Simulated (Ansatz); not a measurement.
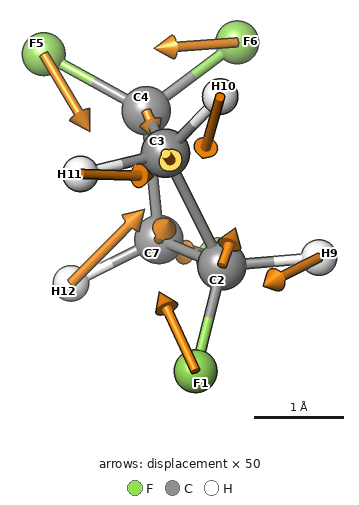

A relaxation of C4H4F4. The starting structure is drawn; orange arrows show the displacements, magnified 50 times. The two geometries are superimposed by the best rigid fit.

A ball-and-stick model, seen from a free direction.

The start comes from PBE-D4/def2-SVP.

Computed with RKS PBE0-D4/def2-TZVP (Ansatz 0.2.0).

The input:
```yaml
crystal:
  periodic: [false, false, false]
  atoms:
    - {symbol: F, position_ang: [-0.776906, -2.060201, 0.624826]}
    - {symbol: C, position_ang: [-0.610013, -0.891493, -0.076023]}
    - {symbol: C, position_ang: [0.830586, -0.537892, -0.524833]}
    - {symbol: C, position_ang: [0.509298, 0.918185, -0.153369]}
    - {symbol: F, position_ang: [1.482513, 1.647449, 0.448477]}
    - {symbol: F, position_ang: [0.043223, 1.631084, -1.220778]}
    - {symbol: C, position_ang: [-0.654457, 0.416355, 0.734452]}
    - {symbol: F, position_ang: [-1.812284, 1.138865, 0.749715]}
    - {symbol: H, position_ang: [-1.337977, -0.851774, -0.915011]}
    - {symbol: H, position_ang: [1.117174, -0.730773, -1.573918]}
    - {symbol: H, position_ang: [1.577702, -0.968234, 0.169385]}
    - {symbol: H, position_ang: [-0.291856, 0.233429, 1.771077]}
basis:
  gaussian: {orbitals: def2-TZVP}
hamiltonian: {xc: pbe0, dispersion: d4}
relax: {f_tol: 0.005, max_steps: 150}
```

Launched with:
```bash
ansatz run in.yaml --threads 4 --pin off --events-out ev --progress --plain --max-ram 11315MiB
```

> What did the optimiser do to the structure, and how much energy did it gain?

H10 moves most after the best rigid fit: 0.026 Å. By element the largest moves are H 0.026 Å, F 0.022 Å, C 0.011 Å. Among the contacts that change: C2–H9 1.111 → 1.092 Å, C3–H10 1.104 → 1.087 Å, C4–F6 1.366 → 1.351 Å, C2–C7 1.539 → 1.526 Å. After 4 geometry steps the energy has fallen by 4.57 kJ/mol. Largest force component: 0.54 eV/Å at the start, 0.0039 eV/Å at the end. The run took 36 s on 4 threads of Arm Neoverse V1, with other jobs on the host.
